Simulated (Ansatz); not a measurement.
**C2H4BS (charge −1): geometry relaxation**

The run: geometry relaxation of C2H4BS, charge −1. Method and program: UKS revPBE-D4/def2-SVP (Ansatz 0.2.0).

It belongs to a series of runs on one base structure; here: end point B relaxed. Figures and captions count atoms from 1; the log counts them from 0 in places.

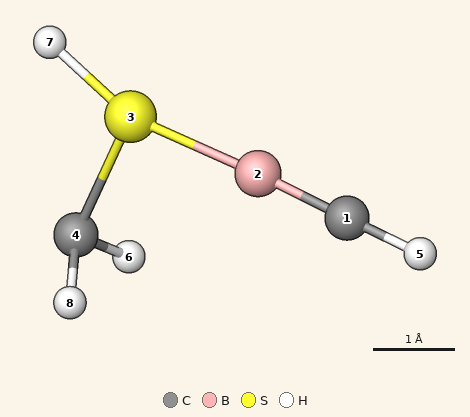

Figure 1. The input geometry (ball-and-stick view, seen at a tilt; atoms are numbered from 1 in the order of the input). Bond lengths as drawn: B–C 1.31 Å, B–S 1.85 Å, C–H 1.07 to 1.09 Å, C–S 1.84 Å and H–S 1.38 Å.

**Key numbers**

| quantity | value |
| --- | --- |
| outcome | converged |
| total energy | −13639.3776 eV |
| mean-field energy | −13638.7927 eV |
| largest force (length of the vector) at the end | 0.009 eV/Å |
| hardware | 2 threads of Arm Neoverse N1, 16 GiB of memory available, shared host |
| wall time | 61 s (CPU time 2 min) |
| peak memory | 0.17 GiB |

**The input**
```yaml
crystal:
  periodic: [false, false, false]
  atoms:
    - { symbol: C, position_ang: [-2.31776, -0.49726, -0.42873] }
    - { symbol: B, position_ang: [-1.05027, -0.82085, -0.33972] }
    - { symbol: S, position_ang: [0.7483, -1.20917, -0.17933] }
    - { symbol: C, position_ang: [1.39531, 0.44796, 0.29499] }
    - { symbol: H, position_ang: [-3.35235, -0.23738, -0.51283] }
    - { symbol: H, position_ang: [1.23026, 1.15604, -0.5172] }
    - { symbol: H, position_ang: [1.90844, -1.95643, -0.17105] }
    - { symbol: H, position_ang: [0.88212, 0.8007, 1.18931] }
total_charge: -1
magnetization:
  spin_polarized: true
basis:
  gaussian: { orbitals: def2-SVP }
hamiltonian:
  xc: revpbe
  dispersion: d4
relax:
  f_tol: 0.02
  max_steps: 50
output:
  orbitals: {}
```

Command:
```bash
ansatz run input.yaml --threads 2 --pin off --max-ram 3072MiB --backend cpu --events-out ev --progress --plain --runs-dir out
```

**What the program printed**
```
The last accepted step is kept in [file] (removed where the run ends without a failure and the disk answers)
Engine: ansatz 0.2.0, aarch64-unknown-linux-gnu
Functional definition: revPBE
  parameter kappa = 1.245
  parameter beta = 0.06672455060314922
  exchange = pbe_x(kappa = kappa, mu = beta*pi^2/3)
  correlation = pbe_c(beta = beta)
907 factors; their error is unknown
mean field evaluation 1: about -13620.7519 eV, gradient 5.3e1 eV
mean field evaluation 2: about -13521.1257 eV, gradient 1.2e2 eV
mean field evaluation 4: about -13620.9189 eV, gradient 3.8e1 eV
mean field evaluation 8: about -13636.8154 eV, gradient 1.7e0 eV
mean field evaluation 16: about -13636.8001 eV, gradient 2.4e-3 eV
mean field evaluation 32: about -13636.8029 eV, gradient 2.0e-3 eV
mean field evaluation 64: about -13633.5796 eV, gradient 7.3e0 eV
mean field -13636.80287982 eV, -501.1432624765 hartree, gradient 4.5e-6 eV, S^2 0.093427; 9 other end points of the search recorded, 0 dependent functions left out
the calculation of the forces begins
reference -13636.80291869 eV, -501.1432639049 hartree; 19, 19 occupied and 61, 61 virtual orbitals, 907 factors
relax step   1: F+E_penalty+E_count = -13637.39898926 eV  Δ(F+E_penalty+E_count) = +0.000e0 eV  max|allowed force component| = 3.502e0 eV/Å  Δτ_max = 0.0000 Å  (229 SCF iters, accepted)
these checks for a lower state are left out or cut short: starts, cluster_reference, orbital_swaps, neighbouring_geometries, increment
907 factors; their error is unknown
mean field -13637.54682138 eV, -501.1706018244 hartree, gradient 2.2e-5 eV, S^2 0.000000; 0 other end points of the search recorded, 0 dependent functions left out
[... from here on the field's lines of each further geometry are left out, up to the last ...]
relax step   2: F+E_penalty+E_count = -13638.13313977 eV  Δ(F+E_penalty+E_count) = -7.342e-1 eV  max|allowed force component| = 2.078e0 eV/Å  Δτ_max = 0.1942 Å  (50 SCF iters, accepted)
relax step   3: F+E_penalty+E_count = -13638.59421190 eV  Δ(F+E_penalty+E_count) = -4.611e-1 eV  max|allowed force component| = 1.215e0 eV/Å  Δτ_max = 0.1948 Å  (38 SCF iters, accepted)
relax step   4: F+E_penalty+E_count = -13639.00860221 eV  Δ(F+E_penalty+E_count) = -4.144e-1 eV  max|allowed force component| = 1.363e0 eV/Å  Δτ_max = 0.1949 Å  (39 SCF iters, accepted)
relax step   5: F+E_penalty+E_count = -13639.18791451 eV  Δ(F+E_penalty+E_count) = -1.793e-1 eV  max|allowed force component| = 1.283e0 eV/Å  Δτ_max = 0.1949 Å  (38 SCF iters, accepted)
relax step   6: F+E_penalty+E_count = -13639.31010504 eV  Δ(F+E_penalty+E_count) = -1.222e-1 eV  max|allowed force component| = 8.273e-1 eV/Å  Δτ_max = 0.1518 Å  (35 SCF iters, accepted)
relax step   7: F+E_penalty+E_count = -13639.35930833 eV  Δ(F+E_penalty+E_count) = -4.920e-2 eV  max|allowed force component| = 4.007e-1 eV/Å  Δτ_max = 0.1405 Å  (34 SCF iters, accepted)
relax step   8: F+E_penalty+E_count = -13639.37186644 eV  Δ(F+E_penalty+E_count) = -1.256e-2 eV  max|allowed force component| = 2.515e-1 eV/Å  Δτ_max = 0.0761 Å  (33 SCF iters, accepted)
relax step   9: F+E_penalty+E_count = -13639.37603493 eV  Δ(F+E_penalty+E_count) = -4.168e-3 eV  max|allowed force component| = 6.254e-2 eV/Å  Δτ_max = 0.0315 Å  (34 SCF iters, accepted)
relax step  10: F+E_penalty+E_count = -13639.37703875 eV  Δ(F+E_penalty+E_count) = -1.004e-3 eV  max|allowed force component| = 8.586e-2 eV/Å  Δτ_max = 0.0236 Å  (33 SCF iters, accepted)
relax step  11: F+E_penalty+E_count = -13639.37679793 eV  Δ(F+E_penalty+E_count) = +2.408e-4 eV  max|allowed force component| = 2.119e-1 eV/Å  Δτ_max = 0.0390 Å  (34 SCF iters, rejected (line search))
relax step  12: F+E_penalty+E_count = -13639.37740595 eV  Δ(F+E_penalty+E_count) = -3.672e-4 eV  max|allowed force component| = 2.717e-2 eV/Å  Δτ_max = 0.0189 Å  (33 SCF iters, accepted)
relax step  13: F+E_penalty+E_count = -13639.37747535 eV  Δ(F+E_penalty+E_count) = -6.939e-5 eV  max|allowed force component| = 3.969e-2 eV/Å  Δτ_max = 0.0185 Å  (34 SCF iters, accepted)
relax step  14: F+E_penalty+E_count = -13639.37754096 eV  Δ(F+E_penalty+E_count) = -6.562e-5 eV  max|allowed force component| = 2.116e-2 eV/Å  Δτ_max = 0.0030 Å  (27 SCF iters, accepted)
relax step  15: F+E_penalty+E_count = -13639.37753876 eV  Δ(F+E_penalty+E_count) = +2.208e-6 eV  max|allowed force component| = 3.272e-2 eV/Å  Δτ_max = 0.0022 Å  (28 SCF iters, rejected (line search))
the calculation of the forces begins
reference -13638.79272797 eV, -501.2163880471 hartree; 19, 19 occupied and 61, 61 virtual orbitals, 907 factors
relax step  16: F+E_penalty+E_count = -13639.37757788 eV  Δ(F+E_penalty+E_count) = -3.691e-5 eV  max|allowed force component| = 8.648e-3 eV/Å  Δτ_max = 0.0011 Å  (29 SCF iters, accepted)
907 factors; their error is unknown
mean field evaluation 192: about -13638.8297 eV, gradient 6.5e-2 eV
```

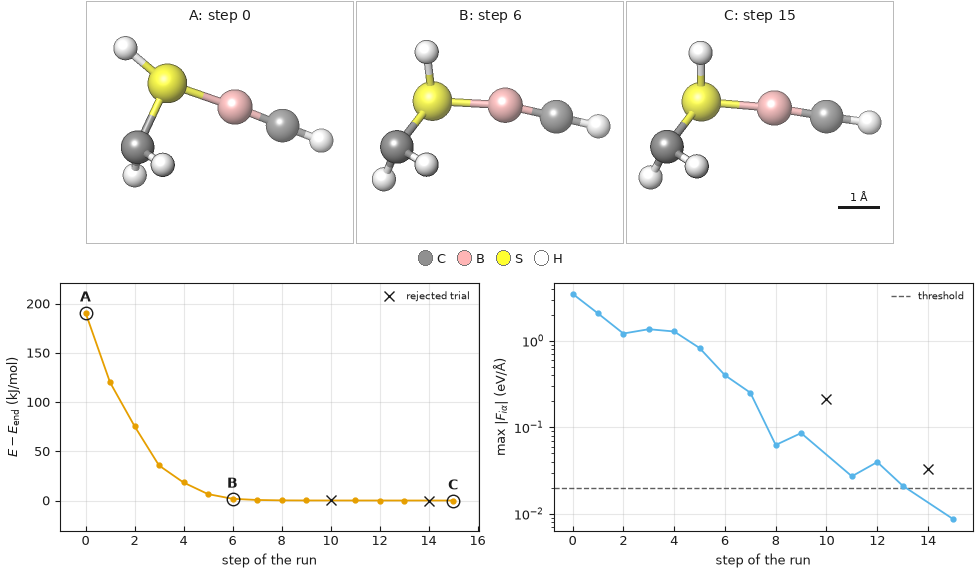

Figure 2. Frames of the relaxation (ball-and-stick view, seen at a tilt) above the curves, on which the letters mark them (the first geometry is step 0 here and step 1 in the log).

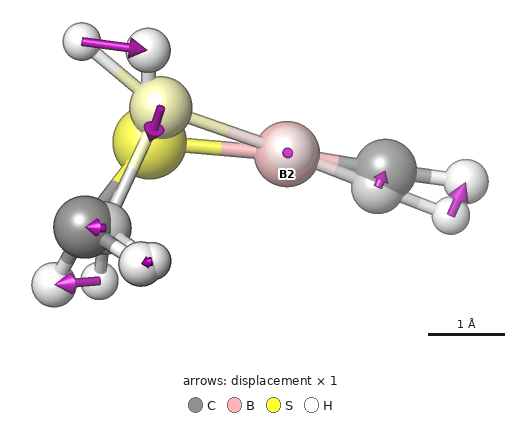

Figure 3. Start (faint) and end (solid) with the displacements as pink arrows, at true length (ball-and-stick view, seen at a tilt). The two geometries are laid on each other by the best rigid fit. The largest move after the best rigid fit is that of H7, 0.88 Å. Largest moves by element: H 0.88 Å, S 0.61 Å, C 0.29 Å, B 0.11 Å. Among the contacts that change: S3–C4 1.841 → 1.770 Å, C1–B2 1.311 → 1.338 Å, C4–H6 1.090 → 1.115 Å, C1–H5 1.070 → 1.089 Å. Among the angles that change: B2–S3–H7 158.9° → 98.5°, B2–S3–C4 100.1° → 119.7°, S3–C4–H6 109.8° → 103.0°. The energy falls by 190.9 kJ/mol in 15 geometry steps. The largest force component goes from 3.5 to 0.0086 eV/Å. The line search rejected the trial steps at points 10, 14 (counted from 0) and went back. (Atoms are counted from 1 in the order of the input.)

```
mean field -13638.79269008 eV, -501.2163866547 hartree, gradient 1.1e-5 eV, S^2 0.000000; 1 other end points of the search recorded, 0 dependent functions left out
the calculation of the forces begins
reference -13638.79272797 eV, -501.2163880471 hartree; 19, 19 occupied and 61, 61 virtual orbitals, 907 factors
Total energy: -13639.37761577 eV, -501.2378822772 hartree
Atom 0 at    -2.390390    -0.746489    -0.438934 Å, force     0.004418    -0.000974     0.003482 eV/Å
Atom 1 at    -1.053176    -0.795925    -0.454274 Å, force    -0.003190    -0.000250    -0.000751 eV/Å
Atom 2 at     0.772454    -0.721293    -0.580510 Å, force     0.000784    -0.000109    -0.002462 eV/Å
Atom 3 at     1.669162     0.473753     0.367969 Å, force    -0.008648     0.002461    -0.003052 eV/Å
Atom 4 at    -3.478750    -0.732420    -0.416847 Å, force     0.000166     0.001054    -0.002191 eV/Å
Atom 5 at     1.839245     1.297787    -0.363301 Å, force     0.003110    -0.000070     0.000169 eV/Å
Atom 6 at     1.070827    -1.936110     0.032905 Å, force     0.000265    -0.001472     0.001412 eV/Å
Atom 7 at     1.014677     0.844306     1.188432 Å, force     0.003094    -0.000642     0.003393 eV/Å
Dipole moment:     0.443525    -0.183056    -0.174064 e Å
```

**Trajectory as extended XYZ (Å, eV, eV/Å), 16 frames, from step=1 to step=16**
```
8
Properties=species:S:1:pos:R:3:forces:R:3 step=1 energy=-13637.39899
C    -2.3178   -0.4973   -0.4287   -1.2119   0.0046  -0.1460
B    -1.0503   -0.8208   -0.3397    1.9546  -1.3848   0.0033
S     0.7483   -1.2092   -0.1793    0.2280   3.5016   0.6522
C     1.3953    0.4480    0.2950    0.7561  -1.1271  -0.0987
H    -3.3523   -0.2374   -0.5128   -0.6156   0.2520  -0.0353
H     1.2303    1.1560   -0.5172   -0.2532   0.1833  -0.7060
H     1.9084   -1.9564   -0.1711   -0.3756  -1.3129  -0.2451
H     0.8821    0.8007    1.1893   -0.4824  -0.1167   0.5757
8
Properties=species:S:1:pos:R:3:forces:R:3 step=2 energy=-13638.13314
C    -2.3550   -0.5555   -0.4452   -0.0748  -0.1668  -0.0254
B    -1.0488   -0.8174   -0.3460    0.7900  -1.3663  -0.0023
S     0.7694   -1.0582   -0.1751    0.3041   2.0775   0.0358
C     1.5225    0.5164    0.3205    0.4215  -0.7710  -0.0257
H    -3.4089   -0.3214   -0.5328   -0.1320   0.1391  -0.0105
H     1.2655    1.1965   -0.5166   -0.0146   0.0385  -0.1152
H     1.7634   -2.0850   -0.1837   -1.2486   0.0156   0.0230
H     0.9359    0.8083    1.2142   -0.0455   0.0333   0.1203
8
Properties=species:S:1:pos:R:3:forces:R:3 step=3 energy=-13638.59421
C    -2.3721   -0.6372   -0.4526    0.4329  -0.0266   0.0581
B    -1.0516   -0.8984   -0.3642    0.1323  -0.5815   0.2863
S     0.7796   -0.8944   -0.2337    0.2477  -0.6072  -1.0758
C     1.6331    0.5630    0.3467   -0.4391  -0.2810   0.2316
H    -3.4251   -0.3574   -0.5318    0.1389  -0.0957  -0.0280
H     1.3210    1.2343   -0.4979    0.3070   0.1226   0.2581
H     1.5793   -2.1428   -0.1569   -1.2152   1.2026   0.3212
H     0.9799    0.8166    1.2258    0.3954   0.2668  -0.0515
8
Properties=species:S:1:pos:R:3:forces:R:3 step=4 energy=-13639.00860
C    -2.3680   -0.6807   -0.4386    0.3286   0.0764   0.0337
B    -1.0516   -0.9438   -0.3214    0.1582  -0.1784   0.2285
S     0.7822   -0.8248   -0.4158    0.3600  -0.9174  -0.7120
C     1.6500    0.5492    0.3519   -0.6101  -0.2647   0.0159
H    -3.4176   -0.3916   -0.5418    0.1402  -0.1739   0.0369
H     1.3959    1.2906   -0.4595    0.3037   0.0225   0.3062
H     1.4481   -2.1276   -0.0730   -0.9339   1.3633   0.1449
H     1.0050    0.8123    1.2336    0.2533   0.0722  -0.0541
8
Properties=species:S:1:pos:R:3:forces:R:3 step=5 energy=-13639.18792
C    -2.3337   -0.6927   -0.4189    0.0772   0.1125  -0.0497
B    -1.0170   -0.9301   -0.3057    0.1850  -0.0233  -0.3214
S     0.7989   -0.7840   -0.6051    0.0354  -1.2831   1.2726
C     1.6117    0.4911    0.3382   -0.0415   0.4888  -0.6855
H    -3.3925   -0.4440   -0.5172    0.0745  -0.1500   0.1228
H     1.4684    1.3185   -0.4245    0.3147  -0.0888   0.4298
H     1.3185   -2.0406    0.0438   -0.5676   1.1260  -0.6844
H     0.9898    0.7655    1.2249   -0.0777  -0.1820  -0.0842
8
Properties=species:S:1:pos:R:3:forces:R:3 step=6 energy=-13639.31011
C    -2.3620   -0.7229   -0.4334    0.0969   0.0855  -0.0080
B    -1.0357   -0.9104   -0.3377   -0.2933   0.0467  -0.0890
S     0.7632   -0.7688   -0.5676    0.5103  -0.7114   0.4064
C     1.6467    0.4971    0.3269   -0.1733   0.1718  -0.2297
H    -3.4354   -0.5347   -0.5027    0.0918  -0.1261   0.0741
H     1.6122    1.3611   -0.4016    0.0473  -0.3313   0.2464
H     1.2328   -2.0071    0.0399   -0.3344   0.8273  -0.3723
H     1.0223    0.7692    1.2116    0.0547   0.0374  -0.0278
8
Properties=species:S:1:pos:R:3:forces:R:3 step=7 energy=-13639.35931
C    -2.3868   -0.7407   -0.4440    0.0257   0.0502   0.0145
B    -1.0519   -0.8678   -0.3784   -0.4007   0.0467  -0.0172
S     0.7513   -0.7427   -0.5589    0.3890  -0.2018  -0.0762
C     1.6653    0.4783    0.3445   -0.0977   0.2890  -0.0720
H    -3.4754   -0.6332   -0.4701    0.1871  -0.0809   0.0339
H     1.7489    1.3331   -0.3855   -0.0625  -0.2771   0.2005
H     1.1667   -1.9472    0.0278   -0.1436   0.1271  -0.0625
H     1.0259    0.8038    1.1999    0.1028   0.0469  -0.0210
8
Properties=species:S:1:pos:R:3:forces:R:3 step=8 energy=-13639.37187
C    -2.3815   -0.7438   -0.4514   -0.0268   0.0267   0.0225
B    -1.0463   -0.8417   -0.4110   -0.2515   0.0701  -0.0500
S     0.7646   -0.7346   -0.5730    0.1451  -0.0072  -0.0177
C     1.6728    0.4792    0.3466   -0.0326   0.0859   0.0283
H    -3.4701   -0.6799   -0.4477    0.0617  -0.0409   0.0109
H     1.7640    1.3270   -0.3780   -0.0085  -0.1073   0.0502
H     1.0924   -1.9374    0.0412    0.0811  -0.0090   0.0167
H     1.0481    0.8148    1.2088    0.0314  -0.0184  -0.0608
8
Properties=species:S:1:pos:R:3:forces:R:3 step=9 energy=-13639.37603
C    -2.3892   -0.7413   -0.4533    0.0060   0.0041   0.0283
B    -1.0533   -0.8248   -0.4293   -0.0412   0.0337  -0.0338
S     0.7691   -0.7306   -0.5760    0.0110   0.0372  -0.0085
C     1.6740    0.4758    0.3563   -0.0205  -0.0041   0.0268
H    -3.4772   -0.7014   -0.4319    0.0066  -0.0147  -0.0044
H     1.7906    1.3113   -0.3720    0.0100   0.0179  -0.0171
H     1.0924   -1.9313    0.0400    0.0234  -0.0625   0.0253
H     1.0376    0.8258    1.2016    0.0048  -0.0116  -0.0165
8
Properties=species:S:1:pos:R:3:forces:R:3 step=10 energy=-13639.37704
C    -2.3895   -0.7407   -0.4494   -0.0859  -0.0021   0.0212
B    -1.0540   -0.8069   -0.4448    0.0655  -0.0020  -0.0071
S     0.7707   -0.7280   -0.5781    0.0205   0.0104   0.0058
C     1.6746    0.4740    0.3610   -0.0121   0.0015  -0.0078
H    -3.4781   -0.7181   -0.4232    0.0152   0.0004  -0.0092
H     1.8056    1.3066   -0.3694    0.0109   0.0046   0.0006
H     1.0840   -1.9332    0.0423   -0.0105  -0.0120  -0.0023
H     1.0308    0.8299    1.1972   -0.0037  -0.0009  -0.0012
8
Properties=species:S:1:pos:R:3:forces:R:3 step=11 energy=-13639.37680 accepted=F
C    -2.3913   -0.7459   -0.4392    0.2119  -0.0046   0.0062
B    -1.0511   -0.7972   -0.4501   -0.1912   0.0006  -0.0159
S     0.7736   -0.7225   -0.5834    0.0088   0.0100   0.0295
C     1.6694    0.4709    0.3731   -0.0228   0.0348  -0.0276
H    -3.4792   -0.7282   -0.4140   -0.0143  -0.0011  -0.0021
H     1.8411    1.2933   -0.3604    0.0119   0.0047  -0.0028
H     1.0784   -1.9359    0.0282   -0.0154  -0.0218   0.0007
H     1.0032    0.8491    1.1812    0.0111  -0.0226   0.0119
8
Properties=species:S:1:pos:R:3:forces:R:3 step=12 energy=-13639.37741
C    -2.3905   -0.7435   -0.4444    0.0160  -0.0041   0.0134
B    -1.0533   -0.8008   -0.4499   -0.0091  -0.0008  -0.0041
S     0.7724   -0.7255   -0.5791    0.0080   0.0272  -0.0029
C     1.6728    0.4748    0.3648   -0.0224  -0.0159  -0.0064
H    -3.4788   -0.7258   -0.4191    0.0004   0.0015  -0.0065
H     1.8239    1.3035   -0.3662    0.0006  -0.0091   0.0028
H     1.0765   -1.9361    0.0373    0.0002  -0.0021   0.0060
H     1.0211    0.8369    1.1920    0.0063   0.0034  -0.0022
8
Properties=species:S:1:pos:R:3:forces:R:3 step=13 energy=-13639.37747
C    -2.3908   -0.7468   -0.4394    0.0384  -0.0025   0.0039
B    -1.0531   -0.7947   -0.4559   -0.0397   0.0019  -0.0042
S     0.7723   -0.7209   -0.5831    0.0187   0.0004   0.0357
C     1.6704    0.4731    0.3692   -0.0121   0.0084  -0.0344
H    -3.4791   -0.7342   -0.4152   -0.0018   0.0019  -0.0029
H     1.8411    1.2973   -0.3631   -0.0032  -0.0101   0.0192
H     1.0693   -1.9342    0.0346   -0.0046   0.0013  -0.0121
H     1.0140    0.8440    1.1884    0.0043  -0.0013  -0.0053
8
Properties=species:S:1:pos:R:3:forces:R:3 step=14 energy=-13639.37754
C    -2.3906   -0.7464   -0.4392    0.0212  -0.0019   0.0038
B    -1.0532   -0.7955   -0.4548   -0.0178  -0.0020  -0.0015
S     0.7724   -0.7221   -0.5813    0.0093   0.0172   0.0144
C     1.6700    0.4738    0.3686   -0.0128  -0.0014  -0.0193
H    -3.4790   -0.7328   -0.4164   -0.0011   0.0017  -0.0026
H     1.8391    1.2982   -0.3631    0.0004  -0.0099   0.0059
H     1.0705   -1.9365    0.0331   -0.0008   0.0022   0.0003
H     1.0148    0.8449    1.1885    0.0016  -0.0059  -0.0010
8
Properties=species:S:1:pos:R:3:forces:R:3 step=15 energy=-13639.37754 accepted=F
C    -2.3910   -0.7466   -0.4390    0.0169  -0.0018   0.0037
B    -1.0537   -0.7962   -0.4543   -0.0090  -0.0002  -0.0006
S     0.7720   -0.7215   -0.5808    0.0127   0.0185   0.0141
C     1.6694    0.4745    0.3690   -0.0103  -0.0327  -0.0235
H    -3.4793   -0.7328   -0.4166   -0.0021   0.0013  -0.0024
H     1.8409    1.2971   -0.3632    0.0011   0.0096  -0.0034
H     1.0713   -1.9364    0.0321   -0.0025   0.0003   0.0015
H     1.0144    0.8454    1.1883   -0.0067   0.0049   0.0106
8
Properties=species:S:1:pos:R:3:forces:R:3 step=16 energy=-13639.37758
C    -2.3904   -0.7465   -0.4389    0.0044  -0.0010   0.0035
B    -1.0532   -0.7959   -0.4543   -0.0032  -0.0003  -0.0008
S     0.7725   -0.7213   -0.5805    0.0008  -0.0001  -0.0025
C     1.6692    0.4738    0.3680   -0.0086   0.0025  -0.0031
H    -3.4787   -0.7324   -0.4168    0.0002   0.0011  -0.0022
H     1.8392    1.2978   -0.3633    0.0031  -0.0001   0.0002
H     1.0708   -1.9361    0.0329    0.0003  -0.0015   0.0014
H     1.0147    0.8443    1.1884    0.0031  -0.0006   0.0034
```

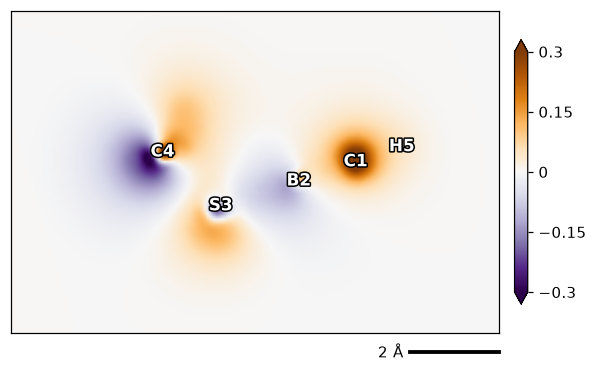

Figure 4. The HOMO−1 (α) on the plane of atoms B2, S3 and C4 (values in Å⁻³ᐟ²; the overall sign is arbitrary). Its energy is 0.69 eV.

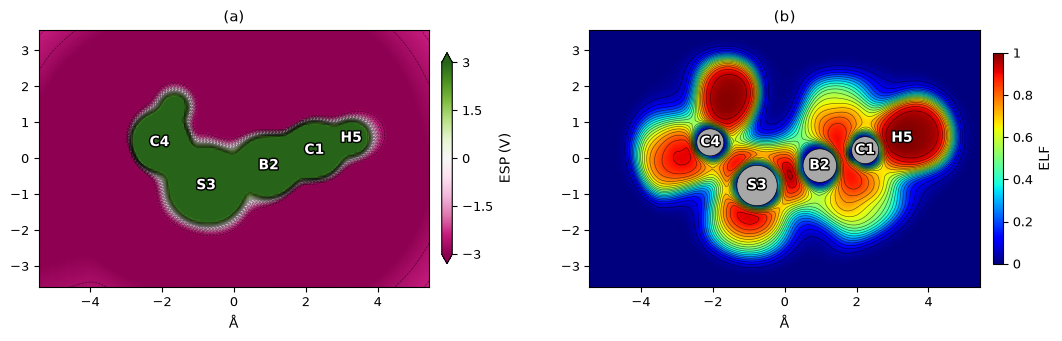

Figure 5. (a) electrostatic potential; (b) ELF on the plane of atoms B2, S3 and C4. Grey discs, where drawn, cover atomic cores. The section cuts through C, B, S and H sites. C–B (1.34 Å): the ELF peaks at about 0.90 between the atoms, as expected for localised, shared-pair bonding. B–S (1.83 Å): the ELF peaks at about 0.95 between the atoms, which marks a covalent bond.
